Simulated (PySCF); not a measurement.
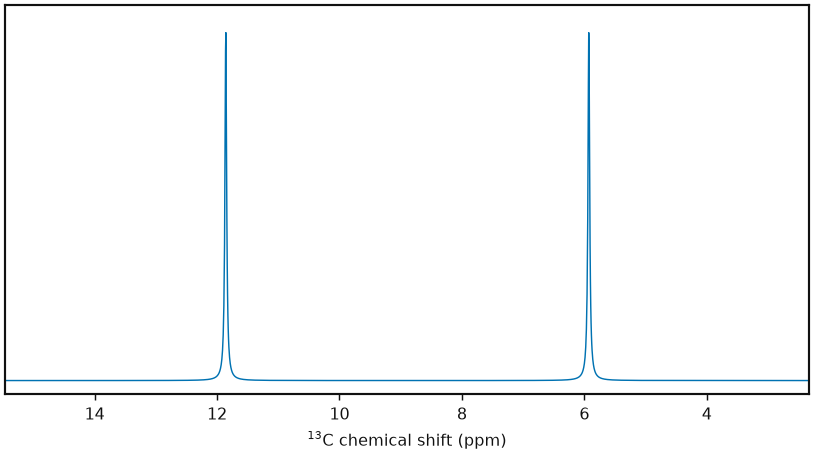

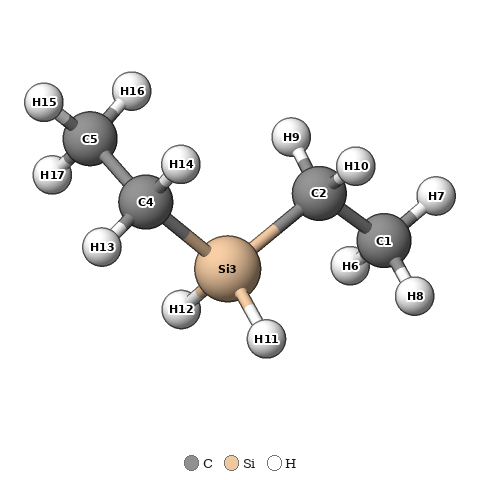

Spectrum and numbered structure of C₄H₁₂Si (diethylsilane), SMILES CC[SiH2]CC. GIAO shifts, PBE0/pcSseg-1 with PySCF, at a GFN2-xTB geometry (no frequency check), against TMS for ¹³C computed at the same level. Gas phase, fully decoupled, line heights follow the number of nuclei, widths are arbitrary (no quadrupolar broadening); values of one conformer, averaged over nuclei that symmetry or rotation about single bonds exchange, these motions taken as fast; other conformers aren't averaged in.

> Which atoms give which ¹³C line?

```csv
δ (ppm),nuclei,atoms
11.9,2,"C1, C5"
5.9,2,"C2, C4"
```

Caveats: the tight-binding geometry is rougher than a DFT one and adds to the error.
